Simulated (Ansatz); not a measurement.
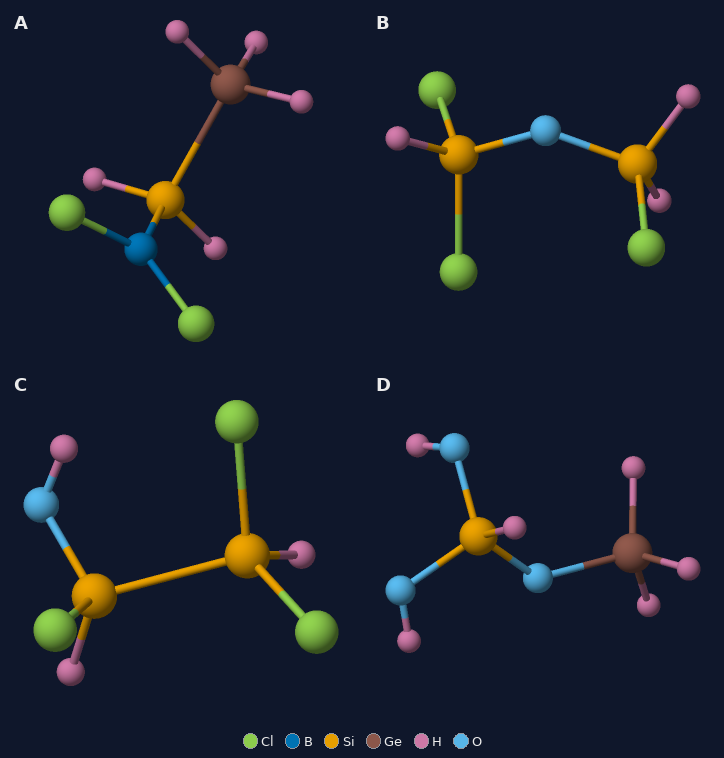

(Drawn from a calculation with Ansatz.)

Question: Match each picture to its SMILES.
(1) O[SiH](O)[O][GeH3]
(2) ClB(Cl)[SiH2][GeH3]
(3) O[Si@H](Cl)[SiH](Cl)Cl
(4) Cl[SiH2]O[SiH](Cl)Cl

Answer: A is (2), B is (4), C is (3), D is (1).
